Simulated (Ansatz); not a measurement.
**doublet CHFO+: levels of theory compared**

Aim: a comparison of 6 runs (UB3LYP/6-31G*, U-wB97M-V/def2-TZVPP, UB2PLYP/def2-TZVPP, UBHLYP/def2-TZVPP, UPBE/def2-TZVPP, UCCSD/def2-TZVPP) of doublet CHFO+. 

The calculation is run with Ansatz 0.2.0.

63 further runs of the same task are left out: 63 set aside as unsound or not needed.

**1. The structure to begin with**

The species is CHFO+ (4 atoms), meant as a doublet with charge +1. SMILES of the parent species: `O=CF`. The shape is that of a PBE0-D4/def2-TZVP optimisation. That shape belongs to the parent species and isn't relaxed for this state.

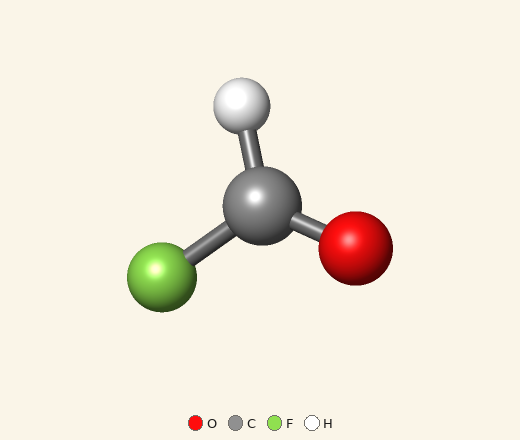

The structure, seen from a chosen angle (oxygen red, carbon grey, fluorine green, hydrogen white).

**2. The energy at UB3LYP/6-31G(d) (spherical functions) (run 1)**

in.yaml

```yaml
crystal:
  periodic: [false, false, false]
  atoms:
    - symbol: O
      position_ang: [-0.889340, 0.201180, 0.827740]
    - symbol: C
      position_ang: [-0.046400, 0.067520, 0.021620]
    - symbol: F
      position_ang: [0.585200, -1.091810, -0.181820]
    - symbol: H
      position_ang: [0.350540, 0.823120, -0.667550]
basis:
  gaussian:
    orbitals: 6-31G_st_-spherical.json
total_charge: 1
magnetization:
  spin_polarized: true
  initial_magnetization: 1
hamiltonian:
  xc: {name: B3LYP}
accuracy: high
output:
  orbitals: {seedname: orbitals}
```

The basis set 6-31G* is read from a file made from the Basis Set Exchange's data (not shown).

The run is started by

```
ansatz run in.yaml --threads 1 --pin off --max-ram 3480MiB --events-out events.jsonl --progress --plain --runs-dir runs
```

Output:

```text
Warning: RAYON_NUM_THREADS=1 ignored (pool sized by the plan → 1); use --threads N
Functional definition: B3LYP
  name "B3LYP"
  parameter a0 = 0.2
  parameter ax = 0.72
  parameter ac = 0.81
  exchange = (1 - a0 - ax)*slater_x + ax*b88_x + a0*exact_x
  correlation = (1 - ac)*vwn_rpa_c + ac*lyp_c
915 factors; integrals over basis functions are off by at most 3.2e-9 eV
mean field evaluation 1: about -5797.5290 eV, gradient 4.4e1 eV
mean field evaluation 2: about -5787.2006 eV, gradient 7.2e1 eV
mean field evaluation 4: about -5804.1200 eV, gradient 4.5e0 eV
mean field evaluation 8: about -5804.3259 eV, gradient 6.6e-1 eV
mean field evaluation 16: about -5804.3296 eV, gradient 2.3e-4 eV
mean field -5804.32963509 eV, -213.3051797737 hartree, gradient 2.5e-8 eV, S^2 0.756066; 0 other end points of the search recorded, 0 dependent functions left out
reference -5804.32965446 eV, -213.3051804856 hartree; 12, 11 occupied and 32, 33 virtual orbitals, 915 factors
Total energy: -5804.32965446 eV, -213.3051804856 hartree
```

Wall time 2.8 s (1 thread of Arm Neoverse V2, shared host); peak memory 0.14 GiB.

**3. The energy at U-wB97M-V/def2-TZVPP (run 2)**

input.yaml

```yaml
crystal:
  periodic: [false, false, false]
  atoms:
    - {symbol: O, position_ang: [-0.889340, 0.201180, 0.827740]}
    - {symbol: C, position_ang: [-0.046400, 0.067520, 0.021620]}
    - {symbol: F, position_ang: [0.585200, -1.091810, -0.181820]}
    - {symbol: H, position_ang: [0.350540, 0.823120, -0.667550]}
basis:
  gaussian:
    orbitals: def2-TZVPP
total_charge: 1
magnetization:
  spin_polarized: true
  initial_magnetization: 1
hamiltonian:
  xc: {name: wB97M-V}
accuracy: high
output: {orbitals: {seedname: orbitals}}
```

The run is started by

```
ansatz run input.yaml --threads 1 --pin off --max-ram 3480MiB --events-out events.jsonl --progress --plain --runs-dir runs
```

Output:

```text
Warning: RAYON_NUM_THREADS=1 ignored (pool sized by the plan → 1); use --threads N
Functional definition: wB97M-V
  name "wB97M-V"
  parameter omega = 0.3/bohr
  parameter cx = 0.15
  parameter cx01 = 1.007
  parameter cx10 = 0.259
  parameter css00 = 0.443
  parameter css04 = -1.437
  parameter css10 = -4.535
  parameter css20 = -3.390
  parameter css43 = 4.278
  parameter cos00 = 1.000
  parameter cos10 = 1.358
  parameter cos20 = 2.924
  parameter cos21 = -8.812
  parameter cos60 = -1.390
  parameter cos61 = 9.142
  parameter b = 6.0
  parameter c = 0.01
  gx(w, u) = 1 - cx + cx01*u + cx10*w
  gss(w, u) = css00 + css04*u^4 + css10*w + css20*w^2 + css43*w^4*u^3
  gos(w, u) = cos00 + cos10*w + (cos20 + cos21*u)*w^2 + (cos60 + cos61*u)*w^6
  exchange = spin_sum(e_x_unif_sr(omega)*gx(b97_w, b97_u_x)) + cx*exact_x_sr(omega) + exact_x_lr(omega)
  correlation = spin_sum(e_c_pw_mod_same_spin*gss(b97_w, b97_u_same))
      + integral(e_c_pw_mod_opposite_spin*gos(b97_w_opposite, b97_u_opposite)) + vv10(b, c)
1762 factors; integrals over basis functions are off by at most 3.7e-9 eV
219 factors; integrals over basis functions are off by at most 2.7e-9 eV
mean field evaluation 1: about -5799.1484 eV, gradient 4.5e1 eV
mean field evaluation 2: about -5797.3910 eV, gradient 5.3e1 eV
mean field evaluation 4: about -5805.2770 eV, gradient 2.2e0 eV
mean field evaluation 8: about -5805.4650 eV, gradient 3.0e-1 eV
mean field evaluation 16: about -5805.4697 eV, gradient 1.8e-3 eV
mean field evaluation 32: about -5805.4697 eV, gradient 5.5e-8 eV
mean field -5805.46969874 eV, -213.3470763401 hartree, gradient 5.5e-8 eV, S^2 0.756737; 0 other end points of the search recorded, 0 dependent functions left out
reference -5805.46970144 eV, -213.3470764392 hartree; 12, 11 occupied and 95, 96 virtual orbitals, 1762 factors
Total energy: -5805.46970144 eV, -213.3470764392 hartree
```

Wall time 38 s (1 thread of Arm Neoverse V2, shared host); peak memory 0.62 GiB.

Runs 3 to 5 aren't shown in full; the table further down has their settings and results.

**4. A single-point energy at UCCSD/def2-TZVPP (run 6)**

job.yaml

```yaml
crystal:
  periodic: [false, false, false]
  atoms:
    - {symbol: O, position_ang: [-0.889340, 0.201180, 0.827740]}
    - {symbol: C, position_ang: [-0.046400, 0.067520, 0.021620]}
    - {symbol: F, position_ang: [0.585200, -1.091810, -0.181820]}
    - {symbol: H, position_ang: [0.350540, 0.823120, -0.667550]}
basis:
  gaussian:
    orbitals: def2-TZVPP
total_charge: 1
correlation:
  method: ccsd
  frozen_orbitals: {C: 1, F: 1, H: 0, O: 1}
magnetization:
  spin_polarized: true
  initial_magnetization: 1
accuracy: high
scf:
  omitted_lower_state_checks: [cluster_reference, increment]
```

The run is started by

```
ansatz run job.yaml --threads 1 --pin off --max-ram 3480MiB --events-out events.jsonl --progress --plain --runs-dir runs
```

Output:

```text
Warning: RAYON_NUM_THREADS=1 ignored (pool sized by the plan → 1); use --threads N
Functional definition: HF
  name "HF"
  exchange = exact_x
  correlation = 0
these checks for a lower state are left out or cut short: cluster_reference, increment
1762 factors; integrals over basis functions are off by at most 3.7e-9 eV
mean field evaluation 1: about -5774.5881 eV, gradient 3.7e1 eV
mean field evaluation 2: about -5774.5912 eV, gradient 3.7e1 eV
mean field evaluation 4: about -5780.0420 eV, gradient 4.8e0 eV
mean field evaluation 8: about -5780.6575 eV, gradient 5.0e-1 eV
mean field evaluation 16: about -5780.6668 eV, gradient 4.4e-8 eV
mean field -5780.66682506 eV, -212.4355875441 hartree, gradient 4.4e-8 eV, S^2 0.770652; 2 other end points of the search recorded, 0 dependent functions left out
3 core orbitals not correlated: weight in the atoms' cores, before any rotation towards them, 1.000 or more for the frozen orbitals, at most 0.000 for the correlated occupied ones
reference -5780.66682506 eV, -212.4355875441 hartree; 9, 8 occupied and 95, 96 virtual orbitals, 1762 factors
second order -15.39521104 eV of doubles, -0.00000000 eV of singles
cycle   1  -15.38591731 eV  change    9.3e-3 eV  update   1.0e-1
cycle   2  -15.79710643 eV  change   -4.1e-1 eV  update   3.5e-2
cycle   3  -15.93896323 eV  change   -1.4e-1 eV  update   2.5e-2
cycle   4  -15.94554065 eV  change   -6.6e-3 eV  update   1.1e-2
cycle   5  -15.94103745 eV  change    4.5e-3 eV  update   6.2e-3
cycle   6  -15.94918280 eV  change   -8.1e-3 eV  update   3.1e-3
cycle   7  -15.95026277 eV  change   -1.1e-3 eV  update   1.7e-3
cycle   8  -15.95037319 eV  change   -1.1e-4 eV  update   1.1e-3
cycle   9  -15.95091468 eV  change   -5.4e-4 eV  update   7.2e-4
cycle  10  -15.95058040 eV  change    3.3e-4 eV  update   4.9e-4
cycle  11  -15.95075675 eV  change   -1.8e-4 eV  update   1.9e-4
cycle  12  -15.95091685 eV  change   -1.6e-4 eV  update   8.3e-5
cycle  13  -15.95088816 eV  change    2.9e-5 eV  update   4.3e-5
cycle  14  -15.95089646 eV  change   -8.3e-6 eV  update   2.3e-5
cycle  15  -15.95089164 eV  change    4.8e-6 eV  update   1.4e-5
cycle  16  -15.95088322 eV  change    8.4e-6 eV  update   8.3e-6
cycle  17  -15.95088832 eV  change   -5.1e-6 eV  update   3.4e-6
cycle  18  -15.95088943 eV  change   -1.1e-6 eV  update   1.7e-6
cycle  19  -15.95088862 eV  change    8.0e-7 eV  update   6.0e-7
cycle  20  -15.95088826 eV  change    3.7e-7 eV  update   2.9e-7
cycle  21  -15.95088812 eV  change    1.4e-7 eV  update   1.4e-7
cycle  22  -15.95088806 eV  change    5.8e-8 eV  update   6.8e-8
cycle  23  -15.95088812 eV  change   -5.9e-8 eV  update   3.7e-8
cycle  24  -15.95088794 eV  change    1.8e-7 eV  update   8.5e-8
cycle  25  -15.95088794 eV  change    2.1e-9 eV  update   2.5e-8
cycle  26  -15.95088793 eV  change    9.7e-9 eV  update   1.0e-8
cycle  27  -15.95088793 eV  change   2.0e-11 eV  update   4.0e-9
cycle  28  -15.95088793 eV  change  -2.8e-10 eV  update   1.9e-9
Total energy: -5796.61771298 eV, -213.0217718635 hartree
Checks for a lower state left out: cluster_reference, increment
```

Run time: 27 s. Hardware: 1 thread of Arm Neoverse V2, shared host; peak memory 1.3 GiB.

**5. The series**

```tsv
run	level	frozen core orbitals	energy (Eh)	HOMO energy (eV)	LUMO energy (eV)	⟨S²⟩	wall time
1	UB3LYP/6-31G* (spherical functions)	–	-213.305180	-20.17	-15.86	0.756	2.8 s
2	U-wB97M-V/def2-TZVPP	–	-213.347076	-23.09	-13.05	0.757	38 s
3	UB2PLYP/def2-TZVPP	3	-213.270855	-22.60	-13.06	0.761	7.8 s
4	UBHLYP/def2-TZVPP	–	-213.310457	-22.66	-13.63	0.760	6.6 s
5	UPBE/def2-TZVPP	–	-213.193188	-18.56	-17.02	0.754	8.1 s
6	UCCSD/def2-TZVPP	3	-213.021772	–	–	0.771	27 s
```

**6. What came out**

| quantity | value |
| --- | --- |
| run 6: total energy | -213.02177 Eh |
| run 6: correlation energy (3 core orbitals frozen) | -586.2 mEh |
| run 6: ⟨S²⟩ of the reference determinant | 0.771 |
| run 6: T1 diagnostic | 0.026 |

In words: Totals of different functionals can't be ranked against each other. All runs together took 91 s, the longest 38 s.
